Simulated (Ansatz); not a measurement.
The reference is ZnCu₂SnSe₄ (space group I-4, No. 82; a = 5.658 Å, c = 11.318 Å).

Perturbation: every Sn is replaced by Ti; the structure is relaxed again.

Level of theory: plane-wave PAW DFT at the PBEsol level (Ansatz, a first-principles code, 420 eV), no SOC.

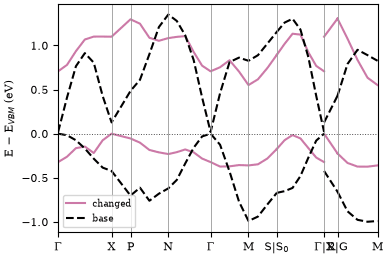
*Highest valence and lowest conduction band along the path, each from its own valence-band maximum*

Read the changed gap and its character from the plot.

About 0.55 eV, indirect, X → M.

Stability against distortions was not tested. As relaxed here, TiZnCu2Se4 is a hypothetical phase, not in the database extracts checked. The final runs are not spin-polarised.
